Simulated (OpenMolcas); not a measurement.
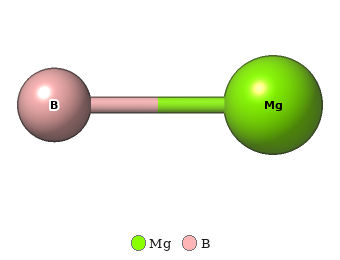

**Figure 1.** The molecule at the reference distance of 2.573 Å.

**Relativistic diatomic calculation: MgB⁺ (part 1 of 2)**

MgB⁺. Computed at this level: SA-CASSCF(4,8)/XMS-CASPT2 + RASSI spin-orbit (X2C scalar, AMFI), ANO-RCC-VTZP (OpenMolcas).

Input:
```
&GATEWAY
Coord
2
angstrom
Mg 0.0 0.0 0.0
B 0.0 0.0 2.5730
Basis=ANO-RCC-VTZP
Group=XY
RX2C
AMFI
ANGMom
0.0 0.0 0.0
RICD
&SEWARD
&GUESSORB
&RASSCF
FileOrb=$CurrDir/o11.orb
Symmetry=1
Spin=1
nActEl=4 0 0
Inactive=4 2
RAS2=4 4
CIRoot=5 5 1
Linear
Iterations=120 100
OrbListing=Nothing
PRWF=0.15
>>COPY $Project.RasOrb $CurrDir/o11.orb
>>COPY $Project.rasscf.h5 $CurrDir/r11.h5
&CASPT2
XMultistate=all
Imaginary=0.2
IPEA=0.25
MaxIter=40
>>COPY $Project.JobMix JOB001
&RASSCF
FileOrb=$CurrDir/o31.orb
Symmetry=1
Spin=3
nActEl=4 0 0
Inactive=4 2
RAS2=4 4
CIRoot=2 2 1
Linear
Iterations=120 100
OrbListing=Nothing
PRWF=0.15
>>COPY $Project.RasOrb $CurrDir/o31.orb
>>COPY $Project.rasscf.h5 $CurrDir/r31.h5
&CASPT2
XMultistate=all
Imaginary=0.2
IPEA=0.25
MaxIter=40
>>COPY $Project.JobMix JOB002
&RASSCF
FileOrb=$CurrDir/o32.orb
Symmetry=2
Spin=3
nActEl=4 0 0
Inactive=4 2
RAS2=4 4
CIRoot=6 6 1
Linear
Iterations=120 100
OrbListing=Nothing
PRWF=0.15
>>COPY $Project.RasOrb $CurrDir/o32.orb
>>COPY $Project.rasscf.h5 $CurrDir/r32.h5
&CASPT2
XMultistate=all
Imaginary=0.2
IPEA=0.25
MaxIter=40
>>COPY $Project.JobMix JOB003
&RASSCF
FileOrb=$CurrDir/o12.orb
Symmetry=2
Spin=1
nActEl=4 0 0
Inactive=4 2
RAS2=4 4
CIRoot=4 4 1
Linear
Iterations=120 100
OrbListing=Nothing
PRWF=0.15
>>COPY $Project.RasOrb $CurrDir/o12.orb
>>COPY $Project.rasscf.h5 $CurrDir/r12.h5
&CASPT2
XMultistate=all
Imaginary=0.2
IPEA=0.25
MaxIter=40
>>COPY $Project.JobMix JOB004
&RASSCF
CIOnly
FileOrb=$CurrDir/ref.orb
Symmetry=2
Spin=5
nActEl=4 0 0
Inactive=4 2
RAS2=4 4
CIRoot=2 2 1
Linear
Iterations=120 100
OrbListing=Nothing
PRWF=0.15
>>COPY $Project.RasOrb $CurrDir/o52.orb
>>COPY $Project.rasscf.h5 $CurrDir/r52.h5
&CASPT2
XMultistate=all
Imaginary=0.2
IPEA=0.25
MaxIter=40
>>COPY $Project.JobMix JOB005
&RASSCF
FileOrb=$CurrDir/o51.orb
Symmetry=1
Spin=5
nActEl=4 0 0
Inactive=4 2
RAS2=4 4
CIRoot=1 1 1
Linear
Iterations=120 100
OrbListing=Nothing
PRWF=0.15
>>COPY $Project.RasOrb $CurrDir/o51.orb
>>COPY $Project.rasscf.h5 $CurrDir/r51.h5
&CASPT2
XMultistate=all
Imaginary=0.2
IPEA=0.25
MaxIter=40
>>COPY $Project.JobMix JOB006
&RASSI
Nr of JobIphs=6 5 2 6 4 2 1
1 2 3 4 5
1 2
1 2 3 4 5 6
1 2 3 4
1 2
1
SpinOrbit
EJob
Omega
MEES
MESO
Properties=4
'AngMom' 3 'Mltpl  1' 1 'Mltpl  1' 2 'Mltpl  1' 3
Thrs=1.0d-4
>>COPY $Project.rassi.h5 $CurrDir/so.h5
```

The first orbital files come from an earlier step.

Hardware: 1 thread of Arm Neoverse V1, 24 GiB of memory available, shared host.

Launched with:
```bash
pymolcas m.inp (one call a module block, same work directory)
```

The program's output (extracts):
```
++    Wave function specifications:
      Number of closed shell electrons          12
      Number of electrons in active shells       4
      Number of inactive orbitals                6
      Number of active orbitals                  8
      Number of secondary orbitals              50
      Spin quantum number                      0.0
      State symmetry                             1
++    Orbital specifications:
      Symmetry species                           1   2
                                                 a   b
      Frozen orbitals                            0   0
      Inactive orbitals                          4   2
      Active orbitals                            4   4
      RAS2 orbitals                              4   4
      Secondary orbitals                        26  24
      Number of basis functions                 34  30
      printout of CI-coefficients larger than  0.15 for root  1
      energy=    -224.304119
      conf/sym  1111 2222     Coeff  Weight
             2  2ud0 0000  -0.59539 0.35449
             4  2020 0000   0.73121 0.53467
      printout of CI-coefficients larger than  0.15 for root  2
      energy=    -224.156392
      conf/sym  1111 2222     Coeff  Weight
             2  2ud0 0000  -0.70359 0.49504
             4  2020 0000  -0.54322 0.29509
            21  2000 2000   0.22468 0.05048
            23  2000 0200   0.22468 0.05048
      printout of CI-coefficients larger than  0.15 for root  3
      energy=    -224.143508
      conf/sym  1111 2222     Coeff  Weight
            22  2000 ud00  -0.92816 0.86149
            29  2000 00ud   0.24110 0.05813
      printout of CI-coefficients larger than  0.15 for root  4
      energy=    -224.143508
      conf/sym  1111 2222     Coeff  Weight
            21  2000 2000   0.65631 0.43074
            23  2000 0200  -0.65631 0.43074
            26  2000 0020  -0.17048 0.02906
            30  2000 0002   0.17048 0.02906
      printout of CI-coefficients larger than  0.15 for root  5
      energy=    -224.136464
      conf/sym  1111 2222     Coeff  Weight
             1  2200 0000   0.23189 0.05377
             2  2ud0 0000  -0.21237 0.04510
             4  2020 0000  -0.24634 0.06068
             7  2u0d 0000  -0.15098 0.02279
            21  2000 2000  -0.56967 0.32453
            23  2000 0200  -0.56967 0.32453
            26  2000 0020   0.15386 0.02367
            30  2000 0002   0.15386 0.02367
      Natural orbitals and occupation numbers for root  1
      sym 1:   1.898342   0.176011   1.758472   0.008198
      sym 2:   0.065161   0.065161   0.014327   0.014327
      Natural orbitals and occupation numbers for root  2
      sym 1:   1.902127   0.196782   1.540419   0.042485
      sym 2:   0.142071   0.142071   0.017023   0.017023
      Natural orbitals and occupation numbers for root  3
      sym 1:   1.882016   0.019471   0.082067   0.000335
      sym 2:   0.920652   0.920652   0.087404   0.087404
      Natural orbitals and occupation numbers for root  4
      sym 1:   1.882016   0.019471   0.082067   0.000335
      sym 2:   0.920652   0.920652   0.087404   0.087404
      Natural orbitals and occupation numbers for root  5
      sym 1:   1.844714   0.244115   0.277304   0.006165
      sym 2:   0.739929   0.739929   0.073922   0.073922
      RASSCF energy for state  5                   -224.13646369
::    RASSCF root number  1 Total energy:   -224.30411857
::    RASSCF root number  2 Total energy:   -224.15639238
::    RASSCF root number  3 Total energy:   -224.14350812
::    RASSCF root number  4 Total energy:   -224.14350812
::    RASSCF root number  5 Total energy:   -224.13646369
      Von Neumann Entropy (Root   1) =  0.99973
++    Wave function specifications:
      Number of closed shell electrons           6
      Number of electrons in active shells       4
      Number of inactive orbitals                3
      Number of active orbitals                  8
      Number of secondary orbitals              50
      Spin quantum number                      0.0
      State symmetry                             1
      Number of CSFs                           176
      Number of CASSCF root(s) available         5
      CASPT2 state passed to geometry opt.       5
      A file JOBMIX will be created
      This is a MULTI-STATE CASSCF reference
      Number of CI roots used                    5
      These are:                                 1   2   3   4   5
      Off-diagonal elements of Heff are computed
  FINAL CASPT2 RESULT:
      Reference energy:        -224.3041185680
      E2 (Non-variational):      -0.2136127899
      Shift correction:          -0.0010755733
      E2 (Variational):          -0.2146883632
      Total energy:            -224.5188069312
      Reference weight:           0.96387
  FINAL CASPT2 RESULT:
      Reference energy:        -224.1563923757
      E2 (Non-variational):      -0.2169494239
      Shift correction:          -0.0016595860
      E2 (Variational):          -0.2186090099
      Total energy:            -224.3750013856
      Reference weight:           0.95917
  FINAL CASPT2 RESULT:
      Reference energy:        -224.1435081126
      E2 (Non-variational):      -0.2141880225
      Shift correction:          -0.0011265860
      E2 (Variational):          -0.2153146085
      Total energy:            -224.3588227212
      Reference weight:           0.96232
  FINAL CASPT2 RESULT:
      Reference energy:        -224.1435081126
      E2 (Non-variational):      -0.2141944645
      Shift correction:          -0.0011278246
      E2 (Variational):          -0.2153222891
      Total energy:            -224.3588304017
      Reference weight:           0.96231
  FINAL CASPT2 RESULT:
      Reference energy:        -224.1364636871
      E2 (Non-variational):      -0.2109540357
      Shift correction:          -0.0013932188
      E2 (Variational):          -0.2123472545
      Total energy:            -224.3488109416
      Reference weight:           0.96373
       Total XMS-CASPT2 energies:
::    XMS-CASPT2 Root  1     Total energy:   -224.51791105
::    XMS-CASPT2 Root  2     Total energy:   -224.37607747
::    XMS-CASPT2 Root  3     Total energy:   -224.35883155
::    XMS-CASPT2 Root  4     Total energy:   -224.35882157
::    XMS-CASPT2 Root  5     Total energy:   -224.34863074
++    Wave function specifications:
      Number of closed shell electrons          12
      Number of electrons in active shells       4
      Number of inactive orbitals                6
      Number of active orbitals                  8
      Number of secondary orbitals              50
      Spin quantum number                      1.0
      State symmetry                             1
      printout of CI-coefficients larger than  0.15 for root  1
      energy=    -224.266541
      conf/sym  1111 2222     Coeff  Weight
             1  2uu0 0000  -0.95570 0.91336
      printout of CI-coefficients larger than  0.15 for root  2
      energy=    -224.174009
      conf/sym  1111 2222     Coeff  Weight
            16  2000 uu00  -0.90481 0.81867
            93  u0u0 du00   0.18429 0.03396
      Natural orbitals and occupation numbers for root  1
      sym 1:   1.902517   0.998761   0.989030   0.010100
      sym 2:   0.047323   0.047323   0.002473   0.002473
      Natural orbitals and occupation numbers for root  2
      sym 1:   1.807723   0.025942   0.157989   0.001257
      sym 2:   0.964113   0.964113   0.039431   0.039431
      RASSCF energy for state  2                   -224.17400871
::    RASSCF root number  1 Total energy:   -224.26654088
::    RASSCF root number  2 Total energy:   -224.17400871
      Von Neumann Entropy (Root   1) =  1.38926
++    Wave function specifications:
      Number of closed shell electrons           6
      Number of electrons in active shells       4
      Number of inactive orbitals                3
      Number of active orbitals                  8
      Number of secondary orbitals              50
      Spin quantum number                      1.0
      State symmetry                             1
      Number of CSFs                           186
      Number of CASSCF root(s) available         2
      CASPT2 state passed to geometry opt.       2
      A file JOBMIX will be created
      This is a MULTI-STATE CASSCF reference
      Number of CI roots used                    2
      These are:                                 1   2
      Off-diagonal elements of Heff are computed
  FINAL CASPT2 RESULT:
      Reference energy:        -224.2665408781
      E2 (Non-variational):      -0.2071103073
      Shift correction:          -0.0005699209
      E2 (Variational):          -0.2076802281
      Total energy:            -224.4742211062
      Reference weight:           0.97099
  FINAL CASPT2 RESULT:
      Reference energy:        -224.1740087141
      E2 (Non-variational):      -0.2086666192
      Shift correction:          -0.0007822507
      E2 (Variational):          -0.2094488699
      Total energy:            -224.3834575839
      Reference weight:           0.96730
       Total XMS-CASPT2 energies:
::    XMS-CASPT2 Root  1     Total energy:   -224.47422111
::    XMS-CASPT2 Root  2     Total energy:   -224.38345758
++    Wave function specifications:
      Number of closed shell electrons          12
      Number of electrons in active shells       4
      Number of inactive orbitals                6
      Number of active orbitals                  8
      Number of secondary orbitals              50
      Spin quantum number                      1.0
      State symmetry                             2
      printout of CI-coefficients larger than  0.15 for root  1
      energy=    -224.261656
      conf/sym  1111 2222     Coeff  Weight
             1  2u00 u000   0.27307 0.07457
             9  20u0 u000  -0.91352 0.83451
      printout of CI-coefficients larger than  0.15 for root  2
      energy=    -224.261656
      conf/sym  1111 2222     Coeff  Weight
             2  2u00 0u00   0.27307 0.07457
            10  20u0 0u00  -0.91352 0.83451
      printout of CI-coefficients larger than  0.15 for root  3
      energy=    -224.178279
      conf/sym  1111 2222     Coeff  Weight
             1  2u00 u000  -0.75695 0.57297
             9  20u0 u000  -0.19764 0.03906
            11  20u0 00u0  -0.24609 0.06056
            25  u020 u000   0.44098 0.19446
            81  uuu0 d000   0.16678 0.02782
      printout of CI-coefficients larger than  0.15 for root  4
      energy=    -224.178279
      conf/sym  1111 2222     Coeff  Weight
             2  2u00 0u00  -0.75695 0.57297
            10  20u0 0u00  -0.19764 0.03906
            12  20u0 000u  -0.24609 0.06056
            26  u020 0u00   0.44098 0.19446
            82  uuu0 0d00   0.16678 0.02782
      printout of CI-coefficients larger than  0.15 for root  5
      energy=    -224.154794
      conf/sym  1111 2222     Coeff  Weight
             3  2u00 00u0  -0.18306 0.03351
             5  u200 u000   0.17651 0.03116
            11  20u0 00u0  -0.77005 0.59298
            13  udu0 u000   0.17689 0.03129
            25  u020 u000  -0.47716 0.22768
      printout of CI-coefficients larger than  0.15 for root  6
      energy=    -224.154794
      conf/sym  1111 2222     Coeff  Weight
             4  2u00 000u  -0.18306 0.03351
             6  u200 0u00   0.17651 0.03116
            12  20u0 000u  -0.77005 0.59298
            14  udu0 0u00   0.17689 0.03129
            26  u020 0u00  -0.47716 0.22768
      Natural orbitals and occupation numbers for root  1
      sym 1:   1.890079   0.067720   0.981374   0.007666
      sym 2:   0.982932   0.041912   0.025524   0.002793
      Natural orbitals and occupation numbers for root  2
      sym 1:   1.890079   0.067720   0.981374   0.007666
      sym 2:   0.041912   0.982932   0.002793   0.025524
      Natural orbitals and occupation numbers for root  3
      sym 1:   1.648101   0.787512   0.518445   0.016364
      sym 2:   0.912162   0.022918   0.092711   0.001786
      Natural orbitals and occupation numbers for root  4
      sym 1:   1.648101   0.787512   0.518445   0.016364
      sym 2:   0.022918   0.912162   0.001786   0.092711
      Natural orbitals and occupation numbers for root  5
      sym 1:   1.608328   0.149313   1.155833   0.010191
      sym 2:   0.357575   0.036319   0.678934   0.003507
      Natural orbitals and occupation numbers for root  6
      sym 1:   1.608328   0.149313   1.155833   0.010191
      sym 2:   0.036319   0.357575   0.003507   0.678934
      RASSCF energy for state  6                   -224.15479407
::    RASSCF root number  1 Total energy:   -224.26165627
::    RASSCF root number  2 Total energy:   -224.26165627
::    RASSCF root number  3 Total energy:   -224.17827905
::    RASSCF root number  4 Total energy:   -224.17827905
::    RASSCF root number  5 Total energy:   -224.15479407
::    RASSCF root number  6 Total energy:   -224.15479407
      Von Neumann Entropy (Root   1) =  1.49130
++    Wave function specifications:
      Number of closed shell electrons           6
      Number of electrons in active shells       4
      Number of inactive orbitals                3
      Number of active orbitals                  8
      Number of secondary orbitals              50
      Spin quantum number                      1.0
      State symmetry                             2
      Number of CSFs                           192
      Number of CASSCF root(s) available         6
      CASPT2 state passed to geometry opt.       6
      A file JOBMIX will be created
      This is a MULTI-STATE CASSCF reference
      Number of CI roots used                    6
      These are:                                 1   2   3   4   5   6
      Off-diagonal elements of Heff are computed
  FINAL CASPT2 RESULT:
      Reference energy:        -224.2616562651
      E2 (Non-variational):      -0.2116340724
      Shift correction:          -0.0008238413
      E2 (Variational):          -0.2124579136
      Total energy:            -224.4741141787
      Reference weight:           0.96642
  FINAL CASPT2 RESULT:
      Reference energy:        -224.2616562651
      E2 (Non-variational):      -0.2116340681
      Shift correction:          -0.0008238409
      E2 (Variational):          -0.2124579091
      Total energy:            -224.4741141741
      Reference weight:           0.96642
  FINAL CASPT2 RESULT:
      Reference energy:        -224.1782790541
      E2 (Non-variational):      -0.2062243269
      Shift correction:          -0.0012739742
      E2 (Variational):          -0.2074983010
      Total energy:            -224.3857773551
      Reference weight:           0.96657
  FINAL CASPT2 RESULT:
      Reference energy:        -224.1782790540
      E2 (Non-variational):      -0.2062243283
      Shift correction:          -0.0012739745
      E2 (Variational):          -0.2074983028
      Total energy:            -224.3857773568
      Reference weight:           0.96657
  FINAL CASPT2 RESULT:
      Reference energy:        -224.1547940695
      E2 (Non-variational):      -0.2096223894
      Shift correction:          -0.0009305185
      E2 (Variational):          -0.2105529079
      Total energy:            -224.3653469774
      Reference weight:           0.96680
  FINAL CASPT2 RESULT:
      Reference energy:        -224.1547940695
      E2 (Non-variational):      -0.2096223855
      Shift correction:          -0.0009305182
      E2 (Variational):          -0.2105529037
      Total energy:            -224.3653469732
      Reference weight:           0.96680
       Total XMS-CASPT2 energies:
::    XMS-CASPT2 Root  1     Total energy:   -224.47562708
::    XMS-CASPT2 Root  2     Total energy:   -224.47562707
::    XMS-CASPT2 Root  3     Total energy:   -224.38891865
::    XMS-CASPT2 Root  4     Total energy:   -224.38891865
::    XMS-CASPT2 Root  5     Total energy:   -224.36069278
::    XMS-CASPT2 Root  6     Total energy:   -224.36069278
++    Wave function specificatSPIN-FREE ENERGIES:
  (Shifted by EMIN (a.u.) =       -224.5179110489)
 SF State       Relative EMIN(au)   Rel lowest level(eV)    D:o, cm**(-1)      Abs_M
     1             0.0000000000        0.0000000000              0.0000         0.0
     8             0.0422839693        1.1506054197           9280.2586         1.0
     9             0.0422839757        1.1506055957           9280.2600         1.0
     6             0.0436899427        1.1888639070           9588.8341         0.0
    14             0.0596366679        1.6227964051          13088.7357         1.0
    15             0.0596366717        1.6227965085          13088.7365         1.0
    10             0.1289923944        3.5100618655          28310.5582         1.0
    11             0.1289923982        3.5100619697          28310.5590         1.0
     7             0.1344534650        3.6586651688          29509.1247         0.0
     2             0.1418335762        3.8594882251          31128.8719         0.0
    16             0.1478284586        4.0226172839          32444.5964         1.0
    17             0.1478284596        4.0226173131          32444.5967         1.0
    12             0.1572182688        4.2781270365          34505.4216         1.0
    13             0.1572182719        4.2781271228          34505.4223         1.0
     3             0.1590794984        4.3287736734          34913.9143         2.0
     4             0.1590894766        4.3290451963          34916.1042         2.0
     5             0.1692803122        4.6063519587          37152.7341         0.0
    20             0.1830247696        4.9803576979          40169.2938         0.0
    18             0.1917940124        5.2189809512          42093.9202         1.0
    19             0.1917940163        5.2189810563          42093.9210         1.0
```

(Continued in part 2.) Outcome of the run: converged.
